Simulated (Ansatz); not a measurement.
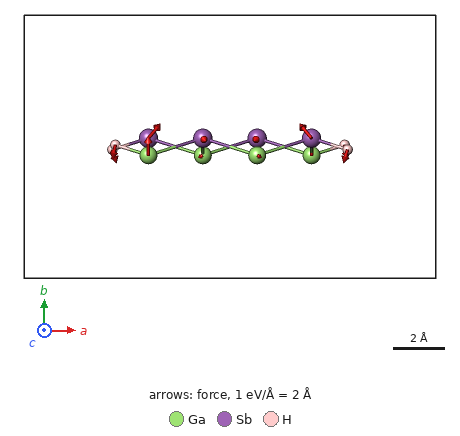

Starting geometry of a wire of composition GaSbH with the computed forces as red arrows. Style: ball-and-stick. Shown: the cell of the calculation, with the vacuum cut short, along the c axis.

Case: armchair ribbon, 4 formula units a period, edges capped with H.

Theory: DFT PBEsol, scalar-relativistic, plane waves, PAW (Ansatz).

The input:
```yaml
crystal:
  lattice:
    - [18.3, 0.0, 0.0]
    - [0.0, 10.0, 0.0]
    - [0.0, 0.0, 7.4659244539]
  atoms:
    - { symbol: Ga, position: [0.6766579301, 0.4661350181, 0.3333333333] }
    - { symbol: Ga, position: [0.4411140233, 0.4661350181, 0.3333333333] }
    - { symbol: Ga, position: [0.5588859767, 0.4661350181, 0.8333333333] }
    - { symbol: Ga, position: [0.3233420699, 0.4661350181, 0.8333333333] }
    - { symbol: Sb, position: [0.5588859767, 0.5338649819, 0.1666666667] }
    - { symbol: Sb, position: [0.6766579301, 0.5338649819, 0.6666666667] }
    - { symbol: Sb, position: [0.3233420699, 0.5338649819, 0.1666666667] }
    - { symbol: Sb, position: [0.4411140233, 0.5338649819, 0.6666666667] }
    - { symbol: H, position: [0.7483486736, 0.5073639468, 0.2318791507] }
    - { symbol: H, position: [0.2516513264, 0.5073639468, 0.7318791507] }
    - { symbol: H, position: [0.7547414788, 0.4889595882, 0.7771677191] }
    - { symbol: H, position: [0.2452585212, 0.4889595882, 0.2771677191] }
basis:
  ecutwfc: 420
kpoints:
  mp_grid: { grid: [1, 1, 5] }
hamiltonian:
  xc: pbesol
scf:
  occupations: { method: gaussian, width: 0.05 }
output:
  forces: true
  stress: true
  eigenvalues: true
  populations: true
  write_density: true
  write_potential: true
  elf: true
  volumetric_format: npy
relax:
  adjacent_minimum: "off"
  f_tol: 0.02
  max_steps: 45
  cell: { fix: [a, b, alpha, beta, gamma], stress_tol: 0.03 }
```

Launched with:
```bash
ansatz run input.yaml --threads 4 --pin off --max-ram 11264MiB --backend cpu --events-out ev --progress --plain --runs-dir out
```

**Is this structure relaxed? If not, where do the atoms go?**

It isn't relaxed: the largest force vector, on Sb atoms, is 0.46 eV/Å. The final displacements have little in common with the starting forces (cosine between the two patterns 0.22). After 25 accepted moves (28 points after the start) the energy has fallen by 0.921 eV per cell of the calculation. Largest force component: 0.39 eV/Å at the start, 0.0062 eV/Å at the end. The line search rejected the trial steps at points 7, 16 of the run. At 1 point the geometry stayed and the basis and grid were re-selected for the new cell (energy shift of 4.2 meV per cell of the calculation at most each time). The largest moves relative to the layer's centre, 2.72 Å, are those of H9 and H10. By element the largest moves are H 2.72 Å, Sb 1.34 Å, Ga 1.32 Å. Along the periodic axis the drawn cell goes c 7.466 → 7.073 Å (−5.3 %). Among the contacts that change: Ga2–Sb7 2.579 → 2.628 Å, Ga1–Sb5 2.579 → 2.598 Å, Ga2–Sb5 2.579 → 2.594 Å, Sb6–H11 1.710 → 1.724 Å. Among the angles between lasting bonds that change: Ga3–Sb8–Ga4 113.4° → 88.6°, Ga3–Sb6–H11 113.4° → 89.9°, Ga1–Sb6–Ga3 113.4° → 95.7°.
